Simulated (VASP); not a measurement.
Band structure of Al$_{3}$InAs$_{4}$ (ordered alloy cell). All values below come from PBEsol GGA, VASP's PBE PAW potentials (set 64) (plane waves; VASP).

Unless said otherwise, spin-orbit coupling is left out, though it shifts the bands of the heavy elements here.

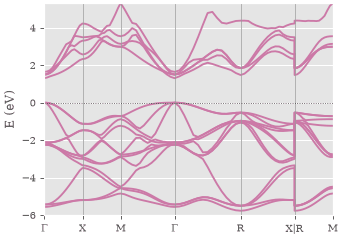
Figure. Bands along high-symmetry lines, zero at the valence-band maximum or, without a gap, the Fermi level

Task: Read the plot: is there a gap, and where are the band edges?

Result: The gap is direct, 1.30 eV, from the valence maximum at Γ to the conduction minimum at Γ. (Edges off the drawn lines would not show.)

The structure was generated: Al3InAs4 was put into an ordered model structure (P-43m), which need not be its known phase. It was relaxed first.
